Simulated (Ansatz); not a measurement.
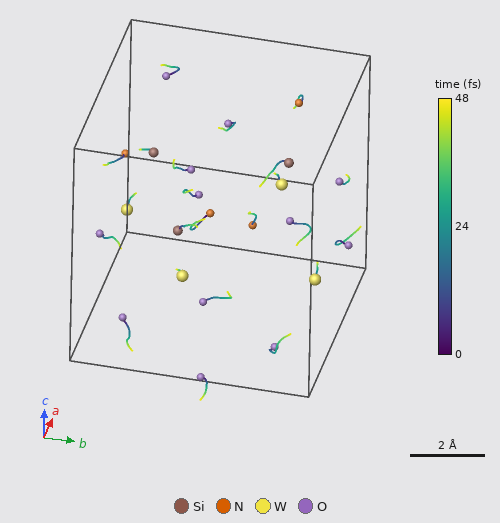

First-principles dynamics of an amorphous cell of composition Si3W4N4O12 (23 atoms in the cell), 48 fs long. Lines trace each atom's path, coloured by time; spheres stand at the starting positions. Seen from a free direction in the simulation cell.

The calculation used DFT PBE, scalar-relativistic, plane waves, PAW (Ansatz 0.2.0). Set-up: plane-wave cutoff 320 eV; k-point mesh 1 × 1 × 1; Fermi-Dirac smearing 0.328 eV; volume 0.96 times that of the relaxed crystal; set temperature 3800 K; time step 2 fs.

The input:
```yaml
crystal:
  lattice:
    - [6.66777, 0.196322, 0.268763]
    - [0.196322, 6.652151, -0.198532]
    - [0.268763, -0.198532, 6.602412]
  atoms:
    - { symbol: Si, position: [0.8806464751, 0.6968765802, 0.5177866111] }
    - { symbol: Si, position: [0.6468321642, 0.1847755506, 0.6209113164] }
    - { symbol: Si, position: [0.7897354452, 0.2600980238, 0.1790722799] }
    - { symbol: "N", position: [0.3893371265, 0.1253330207, 0.7618496303] }
    - { symbol: "N", position: [0.7468268651, 0.7637615694, 0.8925911535] }
    - { symbol: "N", position: [0.1813444734, 0.5320847144, 0.6762425334] }
    - { symbol: "N", position: [0.7477242276, 0.5815591304, 0.2848402748] }
    - { symbol: W, position: [0.3896720762, 0.7807095728, 0.7282733799] }
    - { symbol: W, position: [0.2312853615, 0.4099533725, 0.3300775581] }
    - { symbol: W, position: [0.5767244864, 0.8857304983, 0.1848940813] }
    - { symbol: W, position: [0.0624499762, 0.2111814976, 0.7102075128] }
    - { symbol: O, position: [0.3088030004, 0.0437071353, 0.4192273765] }
    - { symbol: O, position: [0.2560451573, 0.7957659815, 0.0468133791] }
    - { symbol: O, position: [0.7272531436, 0.211986852, 0.9365244101] }
    - { symbol: O, position: [0.0101960901, 0.5457550655, 0.0105872087] }
    - { symbol: O, position: [0.7515516939, 0.9386119257, 0.5489822778] }
    - { symbol: O, position: [0.0615327234, 0.8923573598, 0.7742357503] }
    - { symbol: O, position: [0.2208226361, 0.1667328485, 0.0991611519] }
    - { symbol: O, position: [0.8266854218, 0.4524397079, 0.6930904153] }
    - { symbol: O, position: [0.5124777112, 0.407445538, 0.5410828639] }
    - { symbol: O, position: [0.9439946482, 0.2752734537, 0.3750145064] }
    - { symbol: O, position: [0.9174449443, 0.9448747627, 0.1496019043] }
    - { symbol: O, position: [0.4527343406, 0.4481632281, 0.0797047177] }
  symmetry: { detect: false }
basis:
  ecutwfc: 320
  xc_grid: 1
kpoints:
  mp_grid: { grid: [1, 1, 1], shift: [0.0, 0.0, 0.0] }
hamiltonian:
  xc: pbe
scf:
  occupations: { method: fermi_dirac, width: 0.3275 }
  lower_state_search: "off"
  convergence: { dr2_threshold: 1.0e-05 }
output:
  forces: true
  stress: true
md:
  timestep: 2.0
  n_steps: 24
  ensemble: nvt_langevin
  friction: 0.03
  temperature: 3800.0
  initial_velocities: maxwell_boltzmann
  seed: 89751
```

Run as
```bash
ansatz run input.yaml --threads 2 --pin off --max-ram 5120MiB --backend cpu --events-out ev --progress --plain --runs-dir out
```

Q: Describe the motion.

A: In the second half of the run the atoms are, in the root-mean-square, this far from where they began (common drift taken out): Si 0.75 Å, O 0.75 Å, N 0.68 Å, W 0.36 Å. The run lasts only 48 fs, too short to tell vibration from diffusion. Bond changes: 2 O–Si bonds form between 30 fs and 46 fs. The mean temperature in the second half is 5977 K (standard deviation 450 K). That is above the set 3800 K, because the structure releases potential energy faster than the thermostat removes it. The potential energy in the second half lies on average 495 meV per atom below the first frame. The mean pressure there is 8.6 GPa.

Limits of the set-up: the cutoff lies below the recommended one; the periodic images lie only 6.6 Å apart, so the values are limited by the cell's size.

Cost: 24 s on 2 threads of Arm Neoverse V1, with other jobs on the host, peak memory 0.37 GiB.
